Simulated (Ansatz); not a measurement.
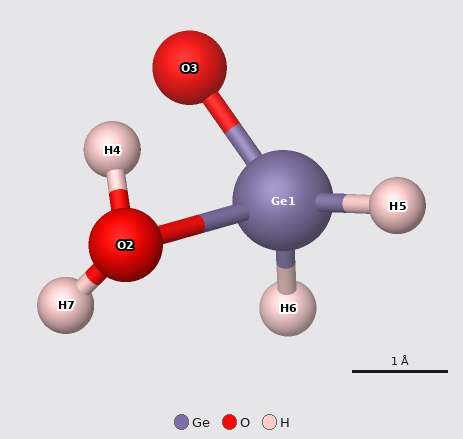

Figure 1. The structure as given in the input (ball-and-stick view, seen at a tilt; atoms are numbered from 1 in the order of the input). Sticks mark near contacts.

# Run report: GeH$_{4}$O$_{2}$, phonon calculation

The run: phonon calculation of GeH$_{4}$O$_{2}$. Method and program: RKS BLYP/def2-SVP (Ansatz 0.2.0).

It belongs to a series of runs on one base structure; here: vibrations at the highest image of the band. Figures and captions count atoms from 1; the log counts them from 0 in places.

### Output
```
Engine: ansatz 0.2.0, aarch64-unknown-linux-gnu
Functional definition: BLYP
  parameter beta = 0.0042
  parameter a = 0.04918
  parameter b = 0.132
  parameter c = 0.2533
  parameter d = 0.349
  exchange = b88_x(beta = beta)
  correlation = lyp_c(a = a, b = b, c = c, d = d)
869 factors; their error is unknown
mean field evaluation 1: about -60654.7645 eV, gradient 8.3e1 eV
mean field evaluation 2: about -60466.8710 eV, gradient 2.2e2 eV
mean field evaluation 4: about -60665.5177 eV, gradient 2.8e1 eV
mean field evaluation 8: about -60666.9475 eV, gradient 1.7e-1 eV
mean field evaluation 16: about -60666.9033 eV, gradient 2.2e-4 eV
mean field -60666.90326681 eV, -2229.4675735514 hartree, gradient 3.8e-5 eV, S^2 0.000000; 0 other end points of the search recorded, 0 dependent functions left out
the calculation of the forces begins
reference -60666.90355618 eV, -2229.4675841854 hartree; 26, 26 occupied and 54, 54 virtual orbitals, 869 factors
these checks for a lower state are left out or cut short: stability, starts, cluster_reference, orbital_swaps, neighbouring_geometries, increment
869 factors; their error is unknown
mean field -60666.90318514 eV, -2229.4675705498 hartree, gradient 1.5e-6 eV, S^2 0.000000; 0 other end points of the search recorded, 0 dependent functions left out
[... from here on the field's lines of each further geometry are left out, up to the last ...]
the calculation of the forces begins
reference -60666.90350090 eV, -2229.4675821539 hartree; 26, 26 occupied and 54, 54 virtual orbitals, 869 factors
these checks for a lower state are left out or cut short: stability, starts, cluster_reference, orbital_swaps, neighbouring_geometries, increment
869 factors; their error is unknown
mean field -60666.90325251 eV, -2229.4675730258 hartree, gradient 2.4e-6 eV, S^2 0.000000; 0 other end points of the search recorded, 0 dependent functions left out
the calculation of the forces begins
reference -60666.90354196 eV, -2229.4675836629 hartree; 26, 26 occupied and 54, 54 virtual orbitals, 869 factors
WARN: phonons: modes at or below zero, which the zero-point energy, F, S and C_V leave out: 1, the lowest at -743.19 cm⁻¹. A minimum has none, and a first-order saddle one
Total energy: -60666.90355618 eV, -2229.4675841854 hartree
Atom 0 at    -0.016270    -0.518206     0.686685 Å, force     0.003382     0.001208    -0.004058 eV/Å
Atom 1 at     0.179392     1.057366    -0.671488 Å, force     0.012998     0.022750     0.023224 eV/Å
Atom 2 at     0.679030    -1.304022    -0.675663 Å, force    -0.001809    -0.001611    -0.001113 eV/Å
Atom 3 at     0.533756     0.094547    -1.137013 Å, force    -0.006676    -0.008298    -0.007641 eV/Å
Atom 4 at     0.826552    -0.066109     1.917332 Å, force    -0.000664    -0.000134     0.000145 eV/Å
Atom 5 at    -1.548891    -0.594909     0.993843 Å, force    -0.000312     0.003110    -0.002361 eV/Å
Atom 6 at    -0.653468     1.331234    -1.113795 Å, force    -0.006919    -0.017025    -0.008196 eV/Å
Dipole moment:    -0.483827     0.445245     0.220583 e Å
Vibrations: -743.19 330.38 389.33 482.08 557.92 663.93 706.46 794.03 841.79 900.21 1359.93 1911.26 1995.49 2026.16 3619.79 cm⁻¹, zero-point energy 1.027752 eV
```

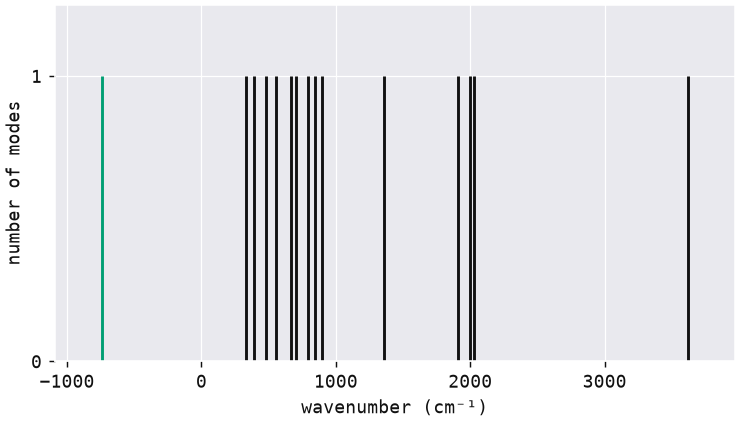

Figure 2. Harmonic vibrational wavenumbers from the force constants; neighbouring modes closer than 20 cm⁻¹ are counted in one stick, and imaginary ones are drawn at negative wavenumbers. 15 modes from 743i to 3620 cm⁻¹, 1 imaginary beyond 8i (743i cm⁻¹): a first-order saddle point, if the geometry is stationary.

This output came from the following input.

### The input
```yaml
crystal:
  periodic: [false, false, false]
  atoms:
    - { symbol: Ge, position_ang: [-0.01627, -0.518206, 0.686685] }
    - { symbol: O, position_ang: [0.179392, 1.057366, -0.671488] }
    - { symbol: O, position_ang: [0.67903, -1.304022, -0.675663] }
    - { symbol: H, position_ang: [0.533756, 0.094547, -1.137013] }
    - { symbol: H, position_ang: [0.826552, -0.066109, 1.917332] }
    - { symbol: H, position_ang: [-1.548891, -0.594909, 0.993843] }
    - { symbol: H, position_ang: [-0.653468, 1.331234, -1.113795] }
basis:
  gaussian: { orbitals: def2-SVP }
hamiltonian:
  xc: blyp
phonons: {}
```

Launch command:
```bash
ansatz run input.yaml --threads 2 --pin off --max-ram 3072MiB --backend cpu --events-out ev --progress --plain --runs-dir out
```

### Summary

```csv
quantity,value
outcome,converged
total energy,−60666.9036 eV
mean-field energy,−60666.9036 eV
largest force (length of the vector),0.035 eV/Å
hardware,"2 threads of Arm Neoverse V1, 24 GiB of memory available, shared host"
wall time,28 s (CPU time 52 s)
peak memory,0.11 GiB
```
